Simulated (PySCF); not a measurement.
Frequency calculation of ReF₃ (charge +1)

- system: ReF₃, charge +1, multiplicity 4
- method: UKS-based PBE0, Re def2-SVP with ECP60, F def2-SVP; non-relativistic Hamiltonian with a scalar-relativistic core potential; density fitting (PySCF 2.14.0)

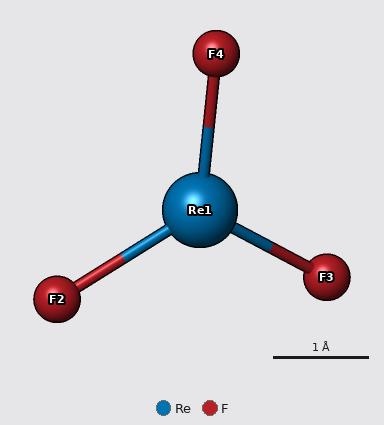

*The structure as given in the input (ball-and-stick view, seen at a tilt; atoms are numbered from 1 in the order of the input). Sticks mark near contacts.*

Bond lengths as drawn: F–Re 1.80 Å.

## Results in brief

- outcome: converged
- total energy: −377.002166 hartree
- ⟨S²⟩: 3.759
- zero-point energy: 0.006675 hartree
- wavenumbers, lowest and highest: 154 and 806 cm⁻¹
- hardware: 2 threads of Arm Neoverse N1, 54 GiB of memory available, shared host
- wall time: 38 s (CPU time 65 s)
- peak memory: 0.9 GiB

## Input file
```python
from pyscf import gto, scf, dft
mol = gto.M(atom='''
Re    -0.000000     0.000000     0.000000
F     -0.001306     0.000000     1.795613
F      1.555699     0.000000    -0.896676
F     -1.554393     0.000000    -0.898937''',
    basis={'Re': 'def2-SVP', 'F': 'def2-SVP'},
    ecp={'Re': 'def2-SVP'},
    charge=1, spin=3)
mf = dft.UKS(mol, xc='PBE0')
mf.grids.atom_grid = (75, 302)
aux = {'Re': 'def2-universal-JKFIT', 'F': 'def2-universal-JKFIT'}
mf = mf.density_fit(auxbasis=aux)
mf.conv_tol = 1e-09
mf.diis_space = 10
mf.max_cycle = 60
mf.verbose = 4
mf.kernel()
```

The script is an equivalent of the set-up of the self-consistent field. The run itself was carried out by a driver, which started from the orbitals of the step before it where there was one and computed the further properties.

Command:
```bash
OMP_NUM_THREADS=2 python axn.py task.json out
```

## The program's output
```
init E= -377.002166031905
  alpha nocc = 22  HOMO = -0.581368786482631  LUMO = -0.332259418486733
  beta  nocc = 19  HOMO = -0.71835575772208  LUMO = -0.408365960897388
  HOMO = -0.581368786483  LUMO = -0.408365960897  gap/eV = 4.70765
cycle= 1 E= -377.002166031845  delta_E= 6.05e-11  |g|= 1.45e-05  |ddm|= 1.34e-05
  alpha nocc = 22  HOMO = -0.581369870376867  LUMO = -0.332260303112973
  beta  nocc = 19  HOMO = -0.718354819427011  LUMO = -0.40836718860702
  HOMO = -0.581369870377  LUMO = -0.408367188607  gap/eV = 4.70764
cycle= 2 E= -377.002166031552  delta_E= 2.93e-10  |g|= 3.2e-05  |ddm|= 2.94e-05
  alpha nocc = 22  HOMO = -0.581369522408136  LUMO = -0.332259731186307
  beta  nocc = 19  HOMO = -0.718355485505521  LUMO = -0.408366363774802
  HOMO = -0.581369522408  LUMO = -0.408366363775  gap/eV = 4.70766
cycle= 3 E= -377.002166031921  delta_E= -3.68e-10  |g|= 1.08e-07  |ddm|= 2.02e-05
  alpha nocc = 22  HOMO = -0.581369513996595  LUMO = -0.332259724343951
  beta  nocc = 19  HOMO = -0.718355463689071  LUMO = -0.40836636280505
  HOMO = -0.581369513997  LUMO = -0.408366362805  gap/eV = 4.70766
cycle= 4 E= -377.002166031921  delta_E= -1.14e-13  |g|= 6.59e-08  |ddm|= 9.41e-08
  alpha nocc = 22  HOMO = -0.581369503263341  LUMO = -0.332259712839675
  beta  nocc = 19  HOMO = -0.718355470485605  LUMO = -0.408366344552983
  HOMO = -0.581369503263  LUMO = -0.408366344553  gap/eV = 4.70766
Extra cycle  E= -377.00216603192  delta_E= 4.55e-13  |g|= 1.34e-07  |ddm|= 1.46e-07
converged SCF energy = -377.00216603192  <S^2> = 3.7589609  2S+1 = 4.0044779
```

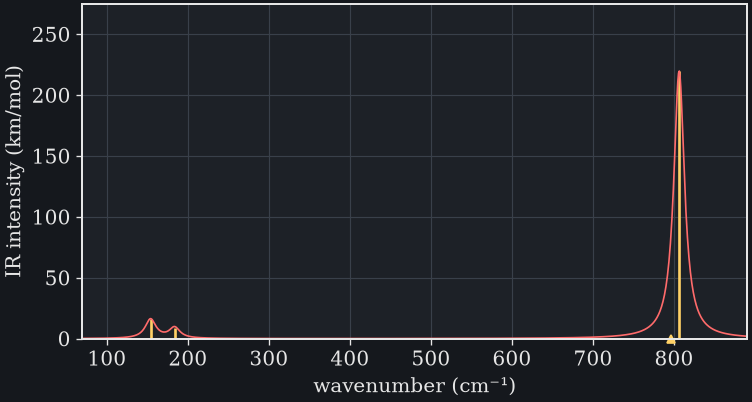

*Harmonic infrared spectrum, unscaled: sticks (degenerate modes added up, dark ones marked on the axis) with a Lorentzian envelope of 16 cm⁻¹ full width, scaled to the tallest stick.*

6 modes from 154 to 806 cm⁻¹, none imaginary. The strongest line is at 806 cm⁻¹ (220 km/mol). All modes, in cm⁻¹ (km/mol): 154 (15.8), 184 (4.4), 184 (4.4), 796 (0.0), 806 (110), 806 (110).

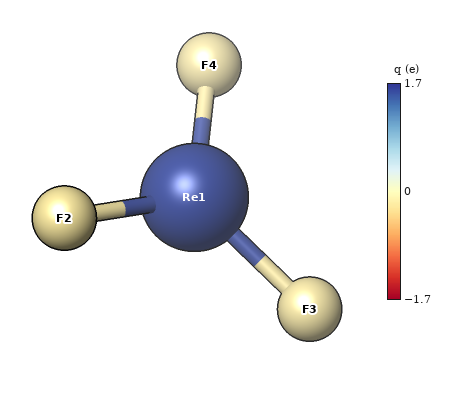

*Mulliken charges, as the colour of each atom (ball-and-stick view, seen at a tilt; atoms are numbered from 1 in the order of the input).*

By element: Re +1.58 and F −0.19 e.
